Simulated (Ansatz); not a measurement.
# GeC+ (doublet): one geometry, many settings at distance Ge1–C2 = 2.099 Å

Aim: run GeC+ (doublet) at one geometry under a spread of methods and options, and see what each costs and gives.

Computed with Ansatz 0.2.0, Gaussian basis. Level: the settings change from run to run.

20 further runs of the same task are left out: 5 for a known fault of the program, 13 that didn't finish, 2 set aside as unsound or not needed. Runs told in other sessions of the task aren't counted.

### Step 1. What is computed

The geometry derives from a PBE0/def2-TZVP stationary point (not a proven minimum). One bond is set to the value named and the two fragments are kept rigid. No spin-orbit coupling is included. The filled d shell of Ge may be among the frozen orbitals whatever the setting's name suggests.

2 atoms, charge 1, spin multiplicity 2.

Atoms are counted from 1 here; the program's logs count them from 0.

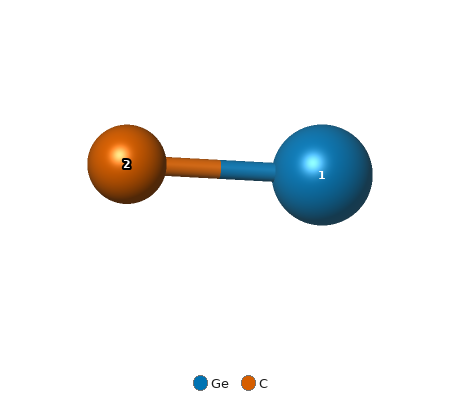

The geometry (germanium blue, carbon orange); atoms are numbered from 1 in the order of the file.

### Step 2. NEVPT4(SD)(7,6)/cc-pVDZ

in.yaml

```yaml
crystal:
  periodic: [false, false, false]
  atoms:
    - {symbol: Ge, position_ang: [0.000000, 0.000000, 0.000000]}
    - {symbol: C, position_ang: [0.000000, 0.000000, 2.099000]}
basis:
  gaussian: {orbitals: cc-pVDZ}
total_charge: 1
magnetization: {spin_polarized: false, initial_magnetization: 1}
correlation: {method: fic_nevpt4_sd, electrons: outside_noble_gas, active_space: {window: {electrons: 7, orbitals: 6}}}
```

Started as:

```
> ansatz run in.yaml --threads 1 --pin off --events-out ev --progress --plain --max-ram 2393MiB
```

Log, shortened:

```text
Functional definition: HF
  name "HF"
  cite "Fock, Z. Phys. 61, 126 (1930) doi:10.1007/BF01340294"
  parent pbe
[...]
462 factors; integrals over basis functions are off by at most 7.8e-4 eV
[...]
mean field -57489.75824613 eV, -2112.7096475876 hartree, gradient 2.2e-6 eV, S^2 0.750000; 14 other end points of the search recorded, 0 dependent functions left out
reference -57489.75824613 eV, -2112.7096475876 hartree; 19, 18 occupied and 22, 23 virtual orbitals, 462 factors
state -57491.10749682 eV, -2112.7592316360 hartree
state -57491.10749682 eV, -2112.7592316360 hartree; corrected -57494.05878300 eV, -2112.8676894026 hartree
state -57491.08040776 eV, -2112.7582361314 hartree
state -57491.08040776 eV, -2112.7582361314 hartree; corrected -57494.16657904 eV, -2112.8716508341 hartree
state -57491.08040776 eV, -2112.7582361314 hartree; corrected -57494.16657904 eV, -2112.8716508341 hartree
state -57490.59012969 eV, -2112.7402187444 hartree
state -57490.59012969 eV, -2112.7402187444 hartree; corrected -57494.04535966 eV, -2112.8671961039 hartree
state -57491.08040776 eV, -2112.7582361314 hartree; corrected -57494.16657904 eV, -2112.8716508341 hartree
WARN: the results are in doubt because another end's mean lies 0.027 eV lower, and its corrected mean 0.108 eV higher
Total energy: -57494.16657904 eV, -2112.8716508341 hartree
In doubt: another end's mean lies 0.027 eV lower, and its corrected mean 0.108 eV higher
```

Run time: 10 s. Hardware: 1 thread of Intel Xeon at 2.60GHz, shared host.

From the report: 148 determinants; active occupations 1.99, 1.98, 1.94, 0.98, 0.06, 0.05. Mind the lines of doubt at the end of the log.

### Step 3. CASSCF(1,9)/def2-mTZVP

in.yaml

```yaml
crystal:
  periodic: [false, false, false]
  atoms:
    - {symbol: Ge, position_ang: [0.000000, 0.000000, 0.000000]}
    - {symbol: C, position_ang: [0.000000, 0.000000, 2.099000]}
basis:
  gaussian: {orbitals: def2-mTZVP}
total_charge: 1
magnetization: {spin_polarized: false, initial_magnetization: 1}
correlation: {active_space: {window: {electrons: 1, orbitals: 9}, states: [{multiplicity: 2, weights: [0.5, 1, 1]}]}}
```

Launched as before.

Log, shortened:

```text
Functional definition: HF
  name "HF"
  cite "Fock, Z. Phys. 61, 126 (1930) doi:10.1007/BF01340294"
  parent pbe
[...]
815 factors; integrals over basis functions are off by at most 1.7e-7 eV
[...]
mean field -57490.64306299 eV, -2112.7421640073 hartree, gradient 8.4e-7 eV, S^2 0.750000; 14 other end points of the search recorded, 0 dependent functions left out
reference -57490.64306299 eV, -2112.7421640073 hartree; 19, 18 occupied and 36, 37 virtual orbitals, 815 factors
state -57490.45325904 eV, -2112.7351888409 hartree
state -57490.45324474 eV, -2112.7351883154 hartree
state -57486.69640283 eV, -2112.5971269216 hartree
an earlier search ended where averaged states of different weights were degenerate, so these states were given the mean of their weights and the orbitals were optimised with it
Total energy: -57488.95051227 eV, -2112.6799639155 hartree
```

Run time: 10 s. Hardware: 1 thread of Intel Xeon at 2.60GHz, shared host.

From the report: 9 determinants; active occupations (of the averaged states) 0.40, 0.30, 0.30, 0.00, 0.00, 0.00, 0.00, 0.00, 0.00.

### Step 4. CASSCF(3,2)/cc-pVDZ

in.yaml

```yaml
crystal:
  periodic: [false, false, false]
  atoms:
    - {symbol: Ge, position_ang: [0.000000, 0.000000, 0.000000]}
    - {symbol: C, position_ang: [0.000000, 0.000000, 2.099000]}
basis:
  gaussian: {orbitals: cc-pVDZ}
total_charge: 1
magnetization: {spin_polarized: false, initial_magnetization: 1}
hamiltonian: {pseudopotentials: {relativity: scalar}}
correlation: {active_space: {window: {electrons: 3, orbitals: 2}}}
```

The command is unchanged.

Log, shortened:

```text
Functional definition: HF
  name "HF"
  cite "Fock, Z. Phys. 61, 126 (1930) doi:10.1007/BF01340294"
  parent pbe
[...]
462 factors; integrals over basis functions are off by at most 7.8e-4 eV
[...]
mean field -57955.92470824 eV, -2129.8409490910 hartree, gradient 2.8e-6 eV, S^2 0.750000; 13 other end points of the search recorded, 0 dependent functions left out
reference -57955.92470824 eV, -2129.8409490910 hartree; 19, 18 occupied and 22, 23 virtual orbitals, 462 factors
state -57955.92470824 eV, -2129.8409490910 hartree
Total energy: -57955.92470824 eV, -2129.8409490910 hartree
Relativity: scalar
```

Wall time 5.5 s (1 thread of Intel Xeon at 2.60GHz, shared host).

From the report: 2 determinants; active occupations 2.00, 1.00. With so small a space the active step adds no correlation: the energy is the mean field's.

### Step 5. BCCD on ROHF/STO-3G

in.yaml

```yaml
crystal:
  periodic: [false, false, false]
  atoms:
    - {symbol: Ge, position_ang: [0.000000, 0.000000, 0.000000]}
    - {symbol: C, position_ang: [0.000000, 0.000000, 2.099000]}
basis:
  gaussian: {orbitals: STO-3G}
total_charge: 1
magnetization: {spin_polarized: false, initial_magnetization: 1}
correlation: {method: bccd, electrons: outside_noble_gas}
scf: {omitted_lower_state_checks: [cluster_reference]}
output: {forces: true}
```

Launched as before.

Log, shortened:

```text
Functional definition: HF
  name "HF"
  cite "Fock, Z. Phys. 61, 126 (1930) doi:10.1007/BF01340294"
  parent pbe
[...]
236 factors; integrals over basis functions are off by at most 2.0e-5 eV
[...]
mean field -56836.44815308 eV, -2088.7009444976 hartree, gradient 3.3e-6 eV, S^2 0.750000; 12 other end points of the search recorded, 0 dependent functions left out
15 core orbitals not correlated, not the lowest: weight in the atoms' cores, before any rotation towards them, 0.743 or more for the frozen orbitals, at most 0.254 for the correlated occupied ones
reference -56836.44815308 eV, -2088.7009444976 hartree; 4, 3 occupied and 4, 5 virtual orbitals, 236 factors
second order -1.36639476 eV of doubles, -0.00843438 eV of singles
cycle   1  -1.90783681 eV  change   -5.3e-1 eV  update   9.4e-2
[...]
cycle  22  -2.40212401 eV  change   -1.9e-7 eV  update   3.5e-7
WARN: the results are in doubt because among natural orbitals full CI differs from the method by -0.126 eV
[...]
Total energy: -56838.85027709 eV, -2088.7892209266 hartree
Atom 0 at     0.000000     0.000000     0.000000 Å, force     0.000000    -0.000000    -0.098142 eV/Å
Atom 1 at     0.000000     0.000000     2.099000 Å, force     0.000000     0.000000     0.098142 eV/Å
Dipole moment:     0.000000    -0.000000     0.076042 e Å
In doubt: among natural orbitals full CI differs from the method by -0.126 eV
Checks for a lower state left out: cluster_reference
```

It took 1.6 s on 1 thread of Intel Xeon at 2.60GHz, shared host.

From the report: correlation -2.4021 eV; largest double amplitude 0.12. The program marks this result as in doubt; its last lines say why.

### Step 6. MRCISD+Q(relaxed)(3,7)/6-31G

in.yaml

```yaml
crystal:
  periodic: [false, false, false]
  atoms:
    - {symbol: Ge, position_ang: [0.000000, 0.000000, 0.000000]}
    - {symbol: C, position_ang: [0.000000, 0.000000, 2.099000]}
basis:
  gaussian: {orbitals: 6-31G}
total_charge: 1
magnetization: {spin_polarized: false, initial_magnetization: 1}
correlation: {method: fic_mrcisd_q_relaxed, electrons: valence, active_space: {window: {electrons: 3, orbitals: 7}, states: [{multiplicity: 2, weights: [1, 1]}, {multiplicity: 4, weights: [1]}]}}
```

Launched as before.

Log, shortened:

```text
Functional definition: HF
  name "HF"
  cite "Fock, Z. Phys. 61, 126 (1930) doi:10.1007/BF01340294"
  parent pbe
[...]
627 factors; integrals over basis functions are off by at most 6.8e-8 eV
[...]
mean field -57481.04784980 eV, -2112.3895464267 hartree, gradient 1.1e-6 eV, S^2 0.750000; 14 other end points of the search recorded, 0 dependent functions left out
reference -57481.04784980 eV, -2112.3895464267 hartree; 19, 18 occupied and 19, 20 virtual orbitals, 627 factors
state -57482.13885399 eV, -2112.4296400912 hartree
state -57482.13885399 eV, -2112.4296400911 hartree
contracted CI cycle   1: correlation -0.00000000 eV, -0.0000000000 hartree, residual 3.44e1 eV
contracted CI cycle   2: correlation -5.28021863 eV, -0.1940444556 hartree, residual 4.48e0 eV
contracted CI cycle   3: correlation -5.54984693 eV, -0.2039531130 hartree, residual 1.64e0 eV
[...]
contracted CI cycle   2: correlation -5.39441943 eV, -0.1982412574 hartree, residual 4.51e0 eV
contracted CI cycle   3: correlation -5.66576258 eV, -0.2082129344 hartree, residual 1.58e0 eV
contracted CI cycle   4: correlation -5.69968007 eV, -0.2094593793 hartree, residual 6.39e-1 eV
contracted CI cycle   5: correlation -5.70536638 eV, -0.2096683474 hartree, residual 2.57e-1 eV
contracted CI cycle   6: correlation -5.70629552 eV, -0.2097024926 hartree, residual 9.12e-2 eV
contracted CI cycle   7: correlation -5.70643821 eV, -0.2097077361 hartree, residual 4.26e-2 eV
contracted CI cycle   8: correlation -5.70646590 eV, -0.2097087539 hartree, residual 1.24e-2 eV
contracted CI cycle   9: correlation -5.70646828 eV, -0.2097088412 hartree, residual 4.71e-3 eV
contracted CI cycle  10: correlation -5.70646859 eV, -0.2097088526 hartree, residual 1.38e-3 eV
state -57483.34660151 eV, -2112.4740239937 hartree; corrected -57489.49434383 eV, -2112.6999493569 hartree
Total energy: -57488.57773705 eV, -2112.6662646792 hartree
```

It took 10 s on 1 thread of Intel Xeon at 2.60GHz, shared host.

From the report: 36 determinants; active occupations (of the averaged states) 1.54, 0.69, 0.69, 0.04, 0.02, 0.02, 0.00.

### Step 7. All runs side by side

Where basis and cores are those of an earlier FCI/cc-pVDZ run (-57494.4845 eV), and the records show the same count of frozen orbitals and kind of state, the miss against it is given; a blank cell means that this couldn't be shown. † marks a result that the program doubts.

| level | correlated | functions | energy (eV) | from FCI (meV) | time |
| --- | --- | --- | --- | --- | --- |
| NEVPT4(SD)(7,6)/cc-pVDZ † | outside noble gas | 41 | -57494.1666 | 317.9 | 10 s |
| CASSCF(1,9)/def2-mTZVP (mean of several states) |  | 55 | -57488.9505 |  | 10 s |
| CASSCF(3,2)/cc-pVDZ (relativity set) |  | 41 | -57955.9247 |  | 5.5 s |
| BCCD on ROHF/STO-3G † | outside noble gas | 23 | -56838.8503 |  | 1.6 s |
| MRCISD+Q(relaxed)(3,7)/6-31G (mean of several states) | valence | 38 | -57488.5777 |  | 10 s |

### Step 8. Outcome

```
quantity                            value
    runs                                5
quickest     BCCD on ROHF/STO-3G †, 1.6 s
 slowest  NEVPT4(SD)(7,6)/cc-pVDZ †, 10 s
```

**Reading.** Total energies in different bases, with other cores or another treatment of relativity can't be set against each other. «valence» and «outside noble gas» are the program's key words; the logs give how many orbitals each freezes, and for Ga to Kr the 3d shell needn't follow the word's plain sense. NEVPT4(SD)(7,6)/cc-pVDZ † took 7 times as long as BCCD on ROHF/STO-3G †; the jobs differ in more than the method.
